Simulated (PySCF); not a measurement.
```xyz
18

C    -2.7637    1.1943   -0.1158
C    -1.9293   -0.0540   -0.3816
C    -0.4459    0.1735   -0.1264
F     0.0293    1.1061   -1.0528
Si    0.6309   -1.4089   -0.2726
O     2.1735   -1.0174   -0.0223
Si    3.5038   -0.0750   -0.0461
H    -2.6703    1.4993    0.9247
H    -2.4242    2.0119   -0.7473
H    -3.8132    1.0050   -0.3288
H    -2.0581   -0.3656   -1.4198
H    -2.2605   -0.8721    0.2604
H    -0.3106    0.6619    0.8478
H     0.2741   -2.3336    0.8004
H     0.5163   -1.9568   -1.6202
H     3.5594    0.6212   -1.3267
H     3.3887    0.8508    1.0794
H     4.5911   -1.0344    0.1292
```

Geometry: GFN2-xTB.

Method: PySCF, CAM-B3LYP/def2-SVPD, SCF density, gas phase.

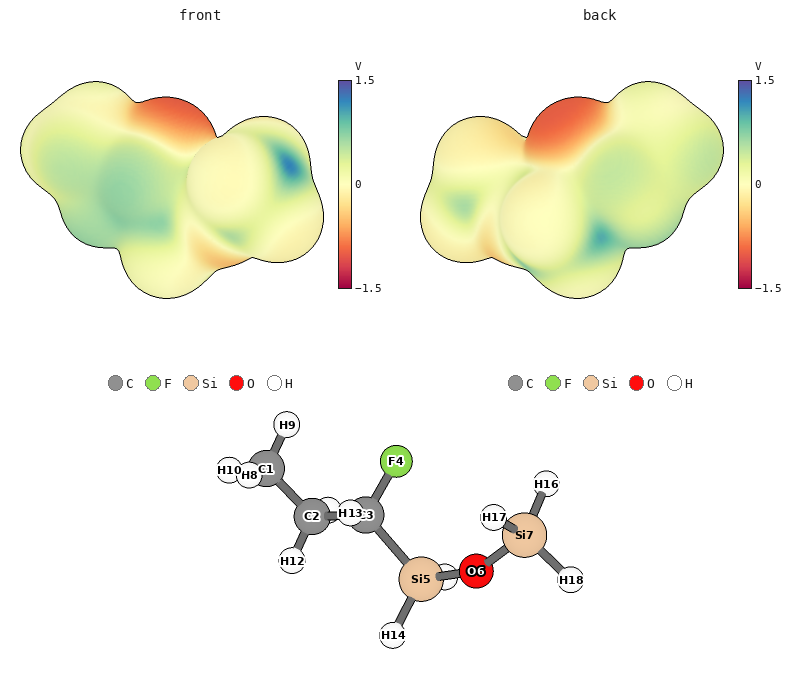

C3H11FOSi2 (SMILES CC[C@H](F)[SiH2]O[SiH3]). The molecular electrostatic potential painted on the density surface at 0.001 e/bohr³, seen from the front and from behind; the colour scale runs from red (negative) to blue (positive). The bare structure is drawn below in the same view.

**Where is the surface potential most negative and most positive?**

The most negative region (about −1.0 V, or −23 kcal/mol for a unit charge) lies over F4, the most positive (about +1.1 V, or +25 kcal/mol for a unit charge) over Si7.
